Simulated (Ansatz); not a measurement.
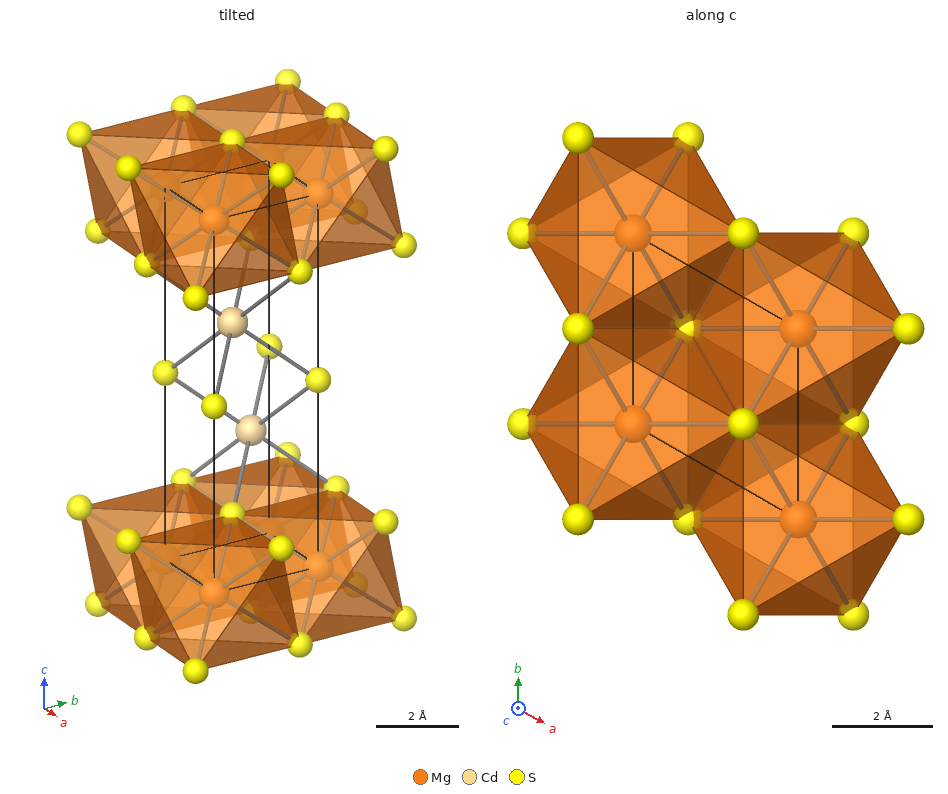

Crystal structure, polyhedral style, seen slightly off an axis and along the c axis. The lines enclose the conventional unit cell; boundary atoms appear with their images. Some neighbours outside the box are added.

MgCd$_{2}$S$_{3}$, space group P-3m1 (No. 164), a = 3.827 Å, b = 3.827 Å, c = 9.381 Å, α = 90.00°, β = 90.00°, γ = 120.00°. The structure comes from a structure type filled with these elements by a generator (whether the compound takes this form wasn't checked). Earlier steps of the study, as a rule a relaxation of our own, may have changed the cell and positions, so they can lie some per cent off the listed ones. An electronic-structure calculation with Ansatz was run on it.

This one geometry was computed with Ansatz (DFT, plane waves, PAW) at three levels of theory: LDA, PBE and r2SCAN.

**Which level gives the highest pressure at this volume, and what does that say about its equilibrium volume?**

Highest: PBE (0.0 GPa), which points to the largest equilibrium volume. Lowest, with the smallest volume: LDA (-5.8 GPa). Levels within 0.5 GPa of each other can't be told apart.

**How does the band gap change with the level of theory?**

LDA: a gap of 0.65 eV, indirect; PBE: a gap of 0.92 eV, indirect; r2SCAN: a gap of 1.43 eV, indirect.

**Collect the results in a table.**

| level | cutoff (eV) | k-mesh of the run's cell | gap (eV) | pressure (GPa) |
| --- | --- | --- | --- | --- |
| LDA | 420 | 12×12×4 | 0.65 | -5.8 |
| PBE | 420 | 12×12×4 | 0.92 | 0.0 |
| r2SCAN | 500 | 12×12×4 | 1.43 | -1.6 |

Gaps are taken on the k-mesh or band path of each run.
